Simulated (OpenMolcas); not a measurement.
**SnS (SMILES [S][Sn]): SCAN/def2-TZVP (core potential)**

What is the energy change on altering one bond length of SnS at SCAN/def2-TZVP (core potential)? 

Program for the calculation: OpenMolcas 26.06.

### Step 1. The molecule

SnS has 2 atoms, charge 0, and is taken as a singlet. As SMILES, `[S][Sn]`. Geometry: the measured bond length.

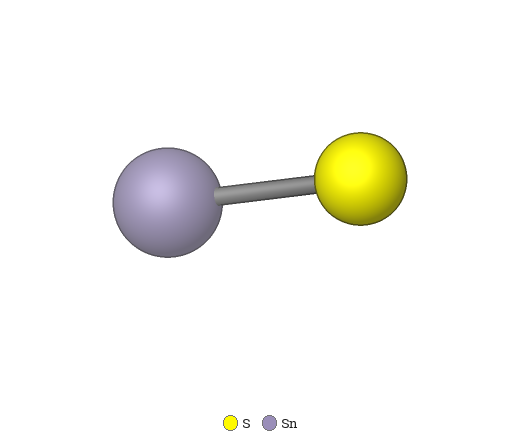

The structure, seen from a chosen angle (sulfur yellow, tin purple).

### Step 2. Energy and forces at SCAN/def2-TZVP (core potential)

File geom.xyz:

```xyz
2

S      0.000000     0.000000     0.000000
Sn     0.000000     0.000000     2.209026
```

File job.input:

```
&GATEWAY
 BASLIB
 $CurrDir
 COORD
 geom.xyz
 BASIS
 def2-TZVP
 GROUP
 NoSym

&SEWARD
 GRIDINPUT
 Grid=SG1Grid
 End of Grid

&SCF
 KSDFT
 2
 1.0 MGGA_X_SCAN
 1.0 MGGA_C_SCAN
 PRORBITALS
 0

&ALASKA
```

The basis set def2-TZVP is read from a file made from the Basis Set Exchange's data (not shown).

On the command line:

```sh
$ export MOLCAS_MEM=1860
$ pymolcas job.input > job.log
```

Log:

```text
--- Start Module: gateway ---
[...]
--- Stop Module: gateway /rc=_RC_ALL_IS_WELL_ ---
[...]
      Basis functions           87
[...]
--- Start Module: scf ---
[...]
       Convergence after  16 Iterations
[...]
::    Total KS-DFT energy                            -612.6586827392
[...]
      Total spin, S                                     0.0000000000
[...]
      Total electronic charge=   38.000000
      Total            charge=   -0.000000
[...]
      Dipole Moment (debye):
      Origin of the operator (angstrom)=    0.0000    0.0000    1.7440
                   X=  3.4756E-15               Y= -2.0417E-15               Z=  3.2173E+00           Total=  3.2173E+00
      Quadrupole Moment (debye*angstrom):
[...]
--- Stop Module: scf /rc=_RC_ALL_IS_WELL_ ---
[...]
--- Start Module: alaska ---
[...]
 *              Molecular gradients               *
 **************************************************
  Irreducible representation: a
 ------------------------------------------------------------------------------------------
                              X                       Y                       Z
 ------------------------------------------------------------------------------------------
  S1                3.07991635173832E-15    4.50251432226053E-15    2.46208311927987E-03
  SN2              -3.08186791564880E-15   -4.50186380095704E-15   -2.46208311925855E-03
 ------------------------------------------------------------------------------------------
--- Stop Module: alaska /rc=_RC_ALL_IS_WELL_ ---
[...]
```

Run time: 9 s. Hardware: 1 thread of Arm Neoverse V1, shared host; peak memory 0.48 GiB.

### Step 3. The distorted shape, same level

File geom.xyz:

```xyz
2

S      0.000000     0.000000    -0.220874
Sn     0.000000     0.000000     2.209026
```

File job.input:

```
* SSn Kohn-Sham DFT
>>> EXPORT MOLCAS_PRINT=2

&GATEWAY
 BasLib=$CurrDir
 Coord=geom.xyz
 Basis=def2-TZVP
 Group=NoSym

&SEWARD
 GridInput
 Grid=SG1Grid
 End of Grid

&SCF
 KSDFT=2
 1.0 MGGA_X_SCAN
 1.0 MGGA_C_SCAN
 PrOrbitals=0

&ALASKA
```

The basis set def2-TZVP is read from a file made from the Basis Set Exchange's data (not shown).

On the command line:

```sh
$ export MOLCAS_MEM=1860
$ pymolcas job.input > job.log
```

Log:

```text
--- Start Module: gateway ---
[...]
--- Stop Module: gateway /rc=_RC_ALL_IS_WELL_ ---
[...]
      Basis functions           87
[...]
--- Start Module: scf ---
[...]
       Convergence after  16 Iterations
[...]
::    Total KS-DFT energy                            -612.6440337947
[...]
      Total spin, S                                     0.0000000000
[...]
      Total electronic charge=   38.000000
      Total            charge=   -0.000000
[...]
      Dipole Moment (debye):
      Origin of the operator (angstrom)=    0.0000    0.0000    1.6975
                   X= -5.4263E-16               Y=  9.7271E-16               Z=  4.1618E+00           Total=  4.1618E+00
      Quadrupole Moment (debye*angstrom):
[...]
--- Stop Module: scf /rc=_RC_ALL_IS_WELL_ ---
[...]
--- Start Module: alaska ---
[...]
 *              Molecular gradients               *
 **************************************************
  Irreducible representation: a
 ------------------------------------------------------------------------------------------
                              X                       Y                       Z
 ------------------------------------------------------------------------------------------
  S1                2.47300503583303E-15   -1.29835211373470E-15   -6.18513102252862E-02
  SN2              -2.47155491542733E-15    1.29360872923007E-15    6.18513102252862E-02
 ------------------------------------------------------------------------------------------
--- Stop Module: alaska /rc=_RC_ALL_IS_WELL_ ---
[...]
```

Run time: 9.6 s. Hardware: 1 thread of Arm Neoverse V1, shared host; peak memory 0.48 GiB.

### Step 4. Summary of results

Level: SCAN/def2-TZVP (core potential).

| quantity | value |
| --- | --- |
| first shape: total energy | -612.65868 Eh |
| first shape: dipole moment | 3.22 D |
| first shape: HOMO energy | -6.61 eV |
| first shape: LUMO energy | -3.13 eV |
| first shape: HOMO–LUMO gap | 3.48 eV |
| first shape: largest force on an atom | 0.127 eV/Å |
| distorted shape: total energy | -612.64403 Eh |
| distorted shape: dipole moment | 4.16 D |
| distorted shape: HOMO energy | -6.16 eV |
| distorted shape: LUMO energy | -3.54 eV |
| distorted shape: HOMO–LUMO gap | 2.62 eV |
| distorted shape: largest force on an atom | 3.181 eV/Å |
| energy change with the S1–Sn2 bond stretched from 2.209 to 2.430 Å | 0.399 eV |

What this shows: With the S1–Sn2 bond stretched from 2.209 to 2.430 Å the energy rises by 0.40 eV (9.2 kcal/mol). The first shape isn't relaxed at this level, so the change isn't measured from a minimum.
